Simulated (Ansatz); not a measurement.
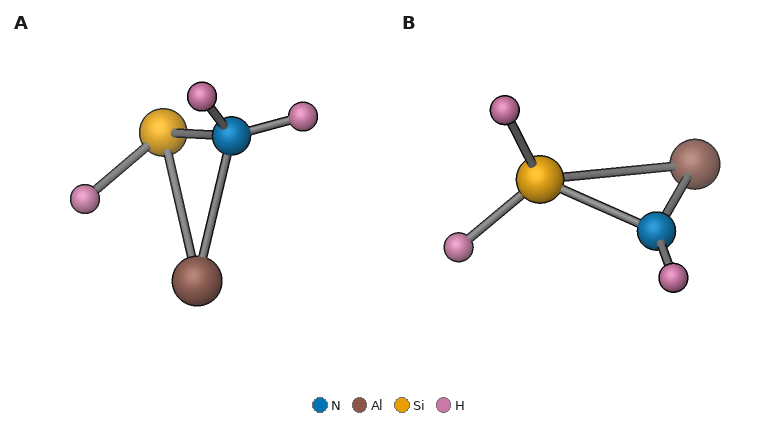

2 stationary structures of one formula. State: neutral, doublet. Geometries: PBE-D4/def2-SVP. Electronic energies: PBE-D4/def2-SVP (Ansatz 0.2.0), without zero-point energy. No frequency run is at hand to confirm each as a minimum.

Question: Which is lowest in energy, and by how much?

Answer: B is lowest (Cs); A lies 0.148 eV above it (C1).
